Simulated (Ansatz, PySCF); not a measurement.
Pulling on the Al1–H2 bond in CH6AlN (SMILES C[NH][AlH2]) (multiplicity 1 held, fragments rigid). Energies count from the point at 1.578 Å.
Geometry at that point (charge 0, multiplicity 1):
```xyz
9

Al    -0.09555     0.21231     1.21056
H     -1.27978     0.73324     2.11343
H      1.33950    -0.17605     1.73948
N     -0.40101     0.05182    -0.52668
C      0.50358    -0.39974    -1.57473
H     -1.31059     0.29300    -0.89513
H      0.67413     0.37094    -2.33411
H      0.13147    -1.29475    -2.08481
H      1.47299    -0.65064    -1.14092
```

R- and RO- levels are restricted; in cc, def2 and unpolarised 6-31G sets they are followed outwards from rest. U- levels take the lowest unrestricted solution at each point, which mixes spins at long bonds. Left out are points that failed, MP2 points that dive below the minimum, coupled-cluster points behind a jump of the amplitudes or a sharp parting from full CI or MRCI, small-basis points behind a change of solution, and semi-empirical points at long bonds. Curves can end on different states.

Correlated levels freeze the cores. Rows in 6-31G* carry no dispersion term and start afresh at each structure (6-31G* with six Cartesian d functions).

The values were computed with Ansatz (a quantum-chemistry and plane-wave program); PySCF for 6-31G* rows. Values without a source in brackets are computed.

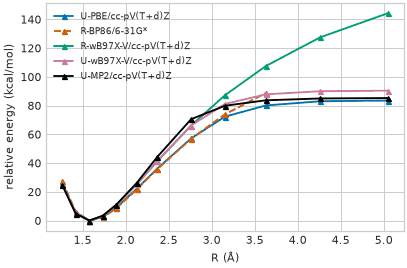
Fig. 1. Relative energy along the coordinate

Doubts at one or more of the structures used: a spin-contaminated determinant (U-PBE/cc-pV(T+d)Z, U-wB97X-V/cc-pV(T+d)Z, U-MP2/cc-pV(T+d)Z); a restricted determinant that unrestricted orbitals would lower (R-BP86/6-31G*, R-wB97X-V/cc-pV(T+d)Z).
